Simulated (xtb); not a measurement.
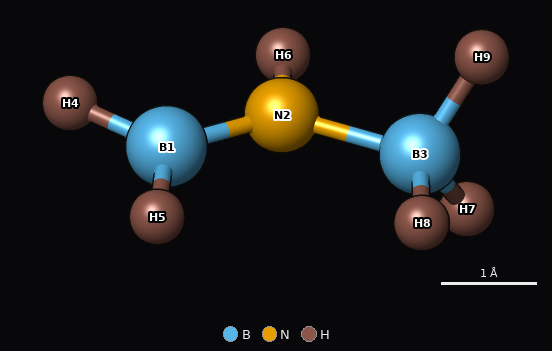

**Figure 1.** The structure as given in the input (ball-and-stick view, seen at a tilt; atoms are numbered from 1 in the order of the input). Bond lengths as drawn: B–H 1.19 to 1.23 Å, B–N 1.36 to 1.55 Å and H–N 1.01 Å.

Property calculation of B2NH6 (charge −1)

- system: B2NH6, charge −1, SMILES BN[BH3-]
- method: GFN2-xTB (xtb 6.7.1)

The geometry comes from this level: GFN2-xTB.

### The program's output
```
* xtb version 6.7.1
   ID    Z sym.   atoms
    1    5 B      1, 3
    2    7 N      2
    3    1 H      4-9

           -------------------------------------------------
          |                Calculation Setup                |
           -------------------------------------------------

          program call               : xtb --ceh --cma --pop --iterations 500 -I input.inp -- mol.json
          coordinate file            : mol.json
          omp threads                :                     1

------------------------------------
 Calculation of CEH charges
 CEH charges written to ceh.charges
------------------------------------

           -------------------------------------------------
          |                 G F N 2 - x T B                 |
           -------------------------------------------------

      * Hamiltonian:
        H0-scaling (s, p, d)           1.850000    2.230000    2.230000
        zeta-weighting                 0.500000
      * Dispersion:
        s8                             2.700000
        a1                             0.520000
        a2                             5.000000
        s9                             5.000000
      * Repulsion:
        kExp                           1.500000    1.000000
        rExp                           1.000000
      * Coulomb:
        alpha                          2.000000
        third order                    shell-resolved
        anisotropic                    true
        a3                             3.000000
        a5                             4.000000
        cn-shift                       1.200000
        cn-exp                         4.000000
        max-rad                        5.000000

          ...................................................
          :                      SETUP                      :
          :.................................................:
          :  # basis functions                  18          :
          :  # atomic orbitals                  18          :
          :  # shells                           12          :
          :  # electrons                        18          :
          :  max. iterations                   500          :
          :  Hamiltonian                  GFN2-xTB          :
          :  restarted?                      false          :
          :  GBSA solvation                  false          :
          :  PC potential                    false          :
          :  electronic temp.          300.0000000     K    :
          :  accuracy                    1.0000000          :
          :  -> integral cutoff          0.2500000E+02      :
          :  -> integral neglect         0.1000000E-07      :
          :  -> SCF convergence          0.1000000E-05 Eh   :
          :  -> wf. convergence          0.1000000E-03 e    :
          :  Broyden damping             0.4000000          :
          :  net charge                         -1          :
          :  unpaired electrons                  0          :
          ...................................................

 iter      E             dE          RMSdq      gap      omega  full diag
   1     -8.5910941 -0.859109E+01  0.103E+01    6.73       0.0  T
   2     -8.7442391 -0.153145E+00  0.641E+00    4.85       1.0  T
   3     -8.7425357  0.170343E-02  0.366E+00    6.10       1.0  T
   4     -8.7751518 -0.326161E-01  0.105E+00    4.88       1.0  T
   5     -8.7807615 -0.560976E-02  0.667E-01    5.36       1.0  T
   6     -8.7825817 -0.182014E-02  0.172E-01    5.18       1.0  T
   7     -8.7826616 -0.799444E-04  0.962E-02    5.21       1.0  T
   8     -8.7827160 -0.544426E-04  0.524E-02    5.19       1.0  T
   9     -8.7827408 -0.247316E-04  0.125E-02    5.20       2.7  T
  10     -8.7827421 -0.129566E-05  0.506E-03    5.20       6.6  T
  11     -8.7827423 -0.250588E-06  0.488E-04    5.20      68.3  T
  12     -8.7827423 -0.334364E-10  0.261E-04    5.20     128.0  T

   *** convergence criteria satisfied after 12 iterations ***

         #    Occupation            Energy/Eh            Energy/eV
      -------------------------------------------------------------
         1        2.0000           -0.3676240             -10.0036
       ...           ...                  ...                  ...
         3        2.0000           -0.2800539              -7.6207
         4        2.0000           -0.2568695              -6.9898
         5        2.0000           -0.2228466              -6.0640
         6        2.0000           -0.2105114              -5.7283
         7        2.0000           -0.1911918              -5.2026
         8        2.0000           -0.1692962              -4.6068
         9        2.0000           -0.1579165              -4.2971 (HOMO)
        10                          0.0332611               0.9051 (LUMO)
        11                          0.2965125               8.0685
        12                          0.3627299               9.8704
        13                          0.4602206              12.5232
        14                          0.4723233              12.8526
       ...                                ...                  ...
        18                          0.7539564              20.5162
      -------------------------------------------------------------
                  HL-Gap            0.1911776 Eh            5.2022 eV
             Fermi-level           -0.0623277 Eh           -1.6960 eV

 SCC (total)                   0 d,  0 h,  0 min,  0.006 sec
 SCC setup                      ...        0 min,  0.000 sec (  1.500%)
 Dispersion                     ...        0 min,  0.000 sec (  0.707%)
 classical contributions        ...        0 min,  0.000 sec (  0.290%)
 integral evaluation            ...        0 min,  0.000 sec (  7.295%)
 iterations                     ...        0 min,  0.004 sec ( 72.515%)
 molecular gradient             ...        0 min,  0.001 sec ( 15.734%)
 printout                       ...        0 min,  0.000 sec (  1.319%)

         :::::::::::::::::::::::::::::::::::::::::::::::::::::
         ::                     SUMMARY                     ::
         :::::::::::::::::::::::::::::::::::::::::::::::::::::
         :: total energy              -8.688783264969 Eh    ::
         :: gradient norm              0.000954370102 Eh/a0 ::
         :: HOMO-LUMO gap              5.202207434824 eV    ::
         ::.................................................::
         :: SCC energy                -8.782741555342 Eh    ::
         :: -> isotropic ES            0.183208535531 Eh    ::
         :: -> anisotropic ES          0.020179641908 Eh    ::
         :: -> anisotropic XC          0.003354135410 Eh    ::
         :: -> dispersion             -0.006146861250 Eh    ::
         :: repulsion energy           0.093958290373 Eh    ::
         :: add. restraining           0.000000000000 Eh    ::
         :: total charge              -1.000000000000 e     ::
         :::::::::::::::::::::::::::::::::::::::::::::::::::::

           -------------------------------------------------
          |                Property Printout                |
           -------------------------------------------------

    * Orbital Energies and Occupations

         #    Occupation            Energy/Eh            Energy/eV
      -------------------------------------------------------------
         1        2.0000           -0.3676240             -10.0036
         2        2.0000           -0.3027425              -8.2380
         3        2.0000           -0.2800539              -7.6207
         4        2.0000           -0.2568695              -6.9898
         5        2.0000           -0.2228466              -6.0640
         6        2.0000           -0.2105114              -5.7283
         7        2.0000           -0.1911918              -5.2026
         8        2.0000           -0.1692962              -4.6068
         9        2.0000           -0.1579165              -4.2971 (HOMO)
        10                          0.0332611               0.9051 (LUMO)
        11                          0.2965125               8.0685
        12                          0.3627299               9.8704
        13                          0.4602206              12.5232
        14                          0.4723233              12.8526
        15                          0.5031602              13.6917
        16                          0.5774985              15.7145
        17                          0.6383950              17.3716
        18                          0.7539564              20.5162
      -------------------------------------------------------------
                  HL-Gap            0.1911776 Eh            5.2022 eV
             Fermi-level           -0.0623277 Eh           -1.6960 eV

     #   Z          covCN         q      C6AA      α(0)
     1   5 B        2.698     0.239    17.891     7.098
     2   7 N        2.531    -0.338    28.732     7.960
     3   5 B        3.566     0.243    17.960     6.988
     4   1 H        0.924    -0.234    13.726     5.794
     5   1 H        0.933    -0.194    10.326     5.024
     6   1 H        0.860     0.093     1.864     2.139
     7   1 H        0.907    -0.277    18.979     6.815
     8   1 H        0.920    -0.255    16.104     6.276
     9   1 H        0.908    -0.277    19.008     6.820

 Mol. C6AA /au·bohr⁶  :       1210.785862
 Mol. C8AA /au·bohr⁸  :      22941.147324
 Mol. α(0) /au        :         54.915428

Wiberg/Mayer (AO) data.
largest (>0.10) Wiberg bond orders for each atom

 ---------------------------------------------------------------------------
     #   Z sym  total        # sym  WBO       # sym  WBO       # sym  WBO
 ---------------------------------------------------------------------------
     1   5 B    3.518 --     2 N    1.611     5 H    0.942     4 H    0.924
     2   7 N    3.425 --     1 B    1.611     6 H    0.972     3 B    0.827
     3   5 B    3.569 --     8 H    0.923     9 H    0.901     7 H    0.900
                             2 N    0.827
     4   1 H    0.945 --     1 B    0.924
     5   1 H    0.963 --     1 B    0.942
     6   1 H    0.991 --     2 N    0.972
     7   1 H    0.923 --     3 B    0.900
     8   1 H    0.935 --     3 B    0.923
     9   1 H    0.923 --     3 B    0.901
 ---------------------------------------------------------------------------

Topologies differ in total number of bonds
Writing topology from bond orders to xtbtopo.mol

molecular dipole:
                 x           y           z       tot (Debye)
 q only:       -0.641      -0.397       0.002
   full:       -0.824      -0.624       0.006       2.628
molecular quadrupole (traceless):
                xx          xy          yy          xz          yz          zz
 q only:       -8.893       0.265       3.886      -0.008      -0.006       5.007
  q+dip:       -9.751       0.173       5.402      -0.005      -0.018       4.349
   full:       -9.740       0.371       4.640      -0.005      -0.013       5.100

           -------------------------------------------------
          | TOTAL ENERGY               -8.688783264969 Eh   |
          | GRADIENT NORM               0.000954370102 Eh/α |
          | HOMO-LUMO GAP               5.202207434824 eV   |
           -------------------------------------------------

------------------------------------------------------------------------
------------------------------------------------------------------------
 total:
 *  cpu-time:     0 d,  0 h,  0 min,  0.020 sec
 * ratio c/w:     0.999 speedup
 SCF:
 *  cpu-time:     0 d,  0 h,  0 min,  0.006 sec
 * ratio c/w:     0.999 speedup
```

### Standard error
```
normal termination of xtb
```

The run was set up as follows.

### Input (mol.json)
```
{
 "schema_name": "qcschema_molecule",
 "schema_version": 2,
 "symbols": [
  "B",
  "N",
  "B",
  "H",
  "H",
  "H",
  "H",
  "H",
  "H"
 ],
 "geometry": [
  -2.07121542,
  1.24797513,
  -1.39340846,
  0.19362134,
  0.88577133,
  -0.23493075,
  1.39560054,
  -1.40652315,
  1.15199594,
  -2.57866358,
  3.24418732,
  -2.363934,
  -3.61200362,
  -0.37641455,
  -1.47946658,
  1.43020142,
  2.34486666,
  -0.23903146,
  3.31866143,
  -2.04349314,
  0.0048566,
  -0.07700634,
  -3.15824258,
  1.25859539,
  2.00078533,
  -0.73810813,
  3.29532331
 ],
 "molecular_charge": -1,
 "molecular_multiplicity": 1
}
```

### File input.inp
```
$scc
   guess=sad
$end
```

Launch command:
```bash
xtb --ceh --cma --pop --iterations 500 -I input.inp -- mol.json > run.log
```

### Key numbers

| quantity | value |
| --- | --- |
| outcome | converged |
| electrons treated | 18 |
| total energy | −8.688783 hartree |
| dispersion energy | −0.006147 hartree |
| basis functions | 18 |
| HOMO | −4.30 eV |
| LUMO | 0.91 eV |
| hardware | 1 thread of AMD EPYC (Zen 3), 176 GiB of memory available, shared host |
| peak memory | 0.069 GiB |

### Notes

Settings chosen away from the usual ones: method = gfn2-xtb; task = ceh; x = {"guess": "sad", "max_iter": 500}; partner = base.
